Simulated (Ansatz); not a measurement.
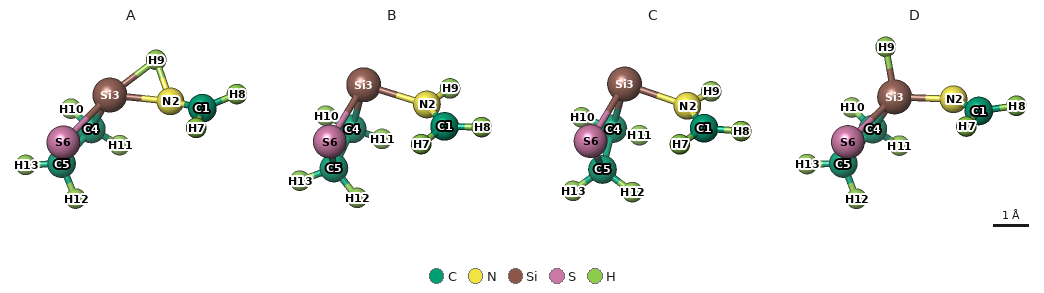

4 geometries from a converged minimum-energy path of C3H7NSSi, shuffled. The picture is a ball-and-stick view, seen at a tilt.

These are results of RKS B3LYP-D4/def2-SVP in Ansatz 0.2.0, not measurements. Run with 7 movable images; climbing image; force threshold 0.05 eV/Å; iteration limit 42; starting path through a guess of the saddle point.

Question: Which of them lies highest in energy?

Answer: A. In order along the path, whose images run from 0 to 8: D (image 1, +4.3 kJ/mol), A (image 3, +253.3 kJ/mol), B (image 7, +94.9 kJ/mol), C (image 8, +92.8 kJ/mol). A hydrogen atom shifts from one atom to another. Breaking: Si3–H9 (1.49 → 1.71 at the top → 2.55 Å). Forming: N2–H9 (2.59 → 1.34 at the top → 1.02 Å).

The run took 16 min on 2 threads of Arm Neoverse N1, on a shared host, peak memory 0.35 GiB.
